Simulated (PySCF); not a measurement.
## A study: Cl3H2NTi, SMILES `N[Ti](Cl)(Cl)Cl`

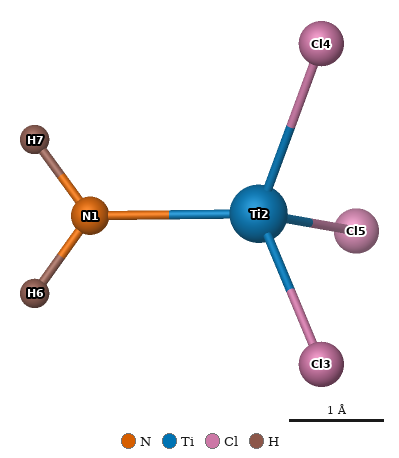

The molecule, with its atoms numbered as below. No frequency check shows the geometry to be a minimum.

Cartesian coordinates (Å):

```
N1      -0.0001    0.0786   -2.0984
Ti2     -0.0002    0.0164   -0.2838
Cl3     -1.7275    0.9541    0.5394
Cl4      1.7231    0.9619    0.5393
Cl5      0.0047   -1.9802    0.4701
H6      -0.8278    0.0880   -2.6978
H7       0.8272    0.0917   -2.6978
```

### 1. Bonding charge

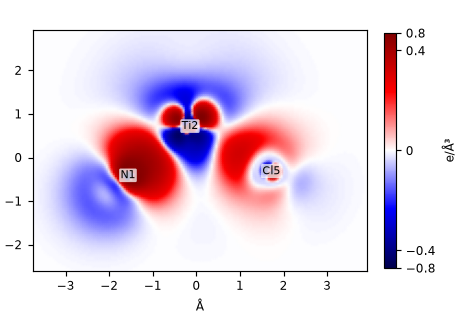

Deformation density (molecule less spherical, spin-averaged free atoms) in the plane of N1, Ti2 and Cl5; colour scale in e/Å³, logarithmic beyond ±0.1; red: gain, blue: loss.

Computed with PySCF, B3LYP/def2-SVPD, geometry: GFN2-xTB. This is a single-reference result, which may miss multireference character in this system.

Describe the bonding that the map shows.

Answer. N1–Ti2: +0.21 e/Å³ at the bond critical point (bond length 1.82 Å). Ti2–Cl5: +0.12 e/Å³ at the bond critical point (bond length 2.13 Å). In all, 1.5 electrons gather in the regions of gain relative to the promolecule. A small or negative value marks a very polar bond, one between electron-rich atoms, whose free-atom densities already overlap strongly, a long bond to a heavier atom, or a closed-shell contact such as a hydrogen bond.

Where do the Hirshfeld charges lie?

Answer. The highest Hirshfeld charge is on Ti2 (+0.46 e), the lowest on N1 (−0.29 e).

### 2. Bond critical points

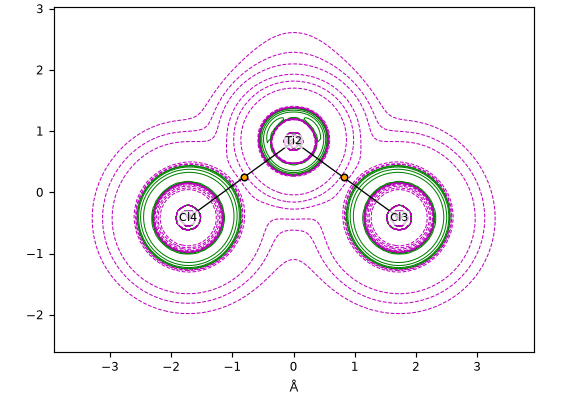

Negative Laplacian of the density (−∇²ρ) in the plane of Ti2, Cl3 and Cl4 (solid green lines positive, dashed magenta lines negative, contours at ±0.02 to ±8 a.u.), with bond paths and bond critical points (dots).

Sort the bonds in the plane by the sign of ∇²ρ at their critical points.

Answer. At none is it concentrated. Depleted (∇²ρ > 0): Ti2–Cl3 and Ti2–Cl4 (+0.31 a.u., H = −0.031). A positive Laplacian with negative H is typical of metal–ligand bonds.

### 3. Electrostatic potential

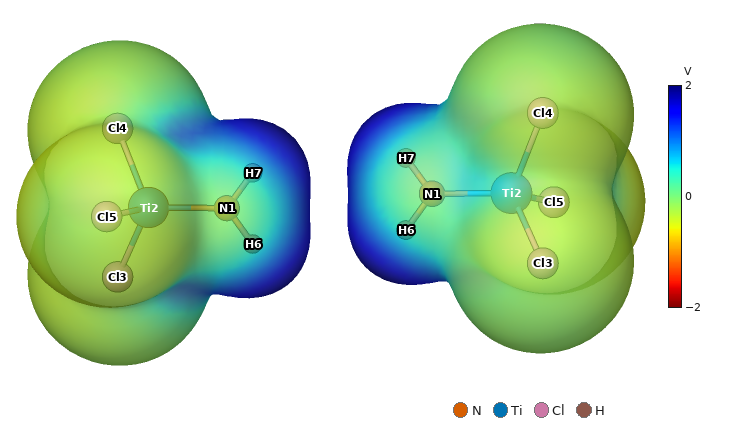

Electrostatic potential on the surface of electron density 0.001 a.u. (back view left, front view right).

Where are the extremes of the potential on the surface?

Answer. Highest: 1.92 V, 1.2 Å from H7. Further maxima include 0.59 V, off the Ti2–Cl3 bond (2.3 to 2.4 Å from its atoms); 0.29 V, off the Ti2–Cl3 bond (2.3 to 2.4 Å from its atoms). Lowest: −0.47 V, 2.1 Å from Cl5. Further minima include −0.37 V, 2.1 Å from Cl5; −0.34 V, 2.1 Å from Cl4, and at like points elsewhere. The surface is sampled at points, so like sites can differ by a few per cent and only the strongest of them is named.

What volume does the surface enclose, and what is the dipole moment?

Answer. About 143 Å³; the dipole moment is 3.2 D.

### 4. In an electric field

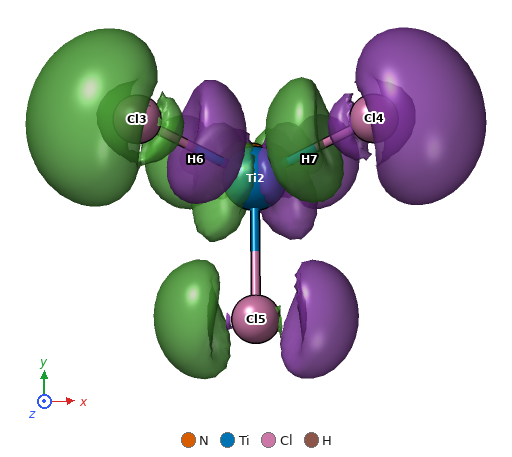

Change of the electron density in a uniform field of 0.21 V/Å, surfaces at ±0.0015 e/Å³ (purple: gain, green: loss).

The field was applied in both directions; the picture shows the one opposite to the script's first.

Along which Cartesian direction does the field point?

Answer. Along −x: electrons gather on the +x side, against the field.

What dipole is induced, and what polarisability does it imply?

Answer. The induced dipole is 0.91 D (along the field); α along this axis, from the fields in both directions, is 90 bohr³ (13.3 Å³).

### 5. Removing or adding an electron

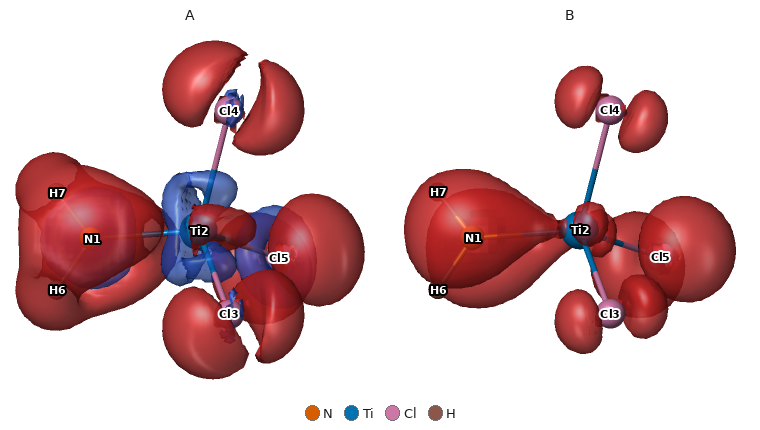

The Fukui function f⁻ from two separate SCF calculations and the density of the HOMO, at ±0.015 e/Å³ (red positive, blue negative).

Level of theory: B3LYP/def2-SVPD (PySCF), at a geometry from GFN2-xTB. This is a single-reference result, which may miss multireference character in this system.

Which panel is which, and how good is the frozen-orbital picture?

Answer. A is f⁻ (it has negative regions), B the HOMO density. The HOMO lies on N1 (47 %), Cl5 (25 %) and Ti2 (10 %); f⁻ (Hirshfeld-condensed) is largest on Cl5 (0.24), N1 (0.23) and Cl3 and Cl4 (0.16 each); the vertical ionisation energy is 10.34 eV (the stability of the cation's solution wasn't checked). Relaxation shifts 27 % of the electron between atoms. The orbital energy is −8.31 eV.
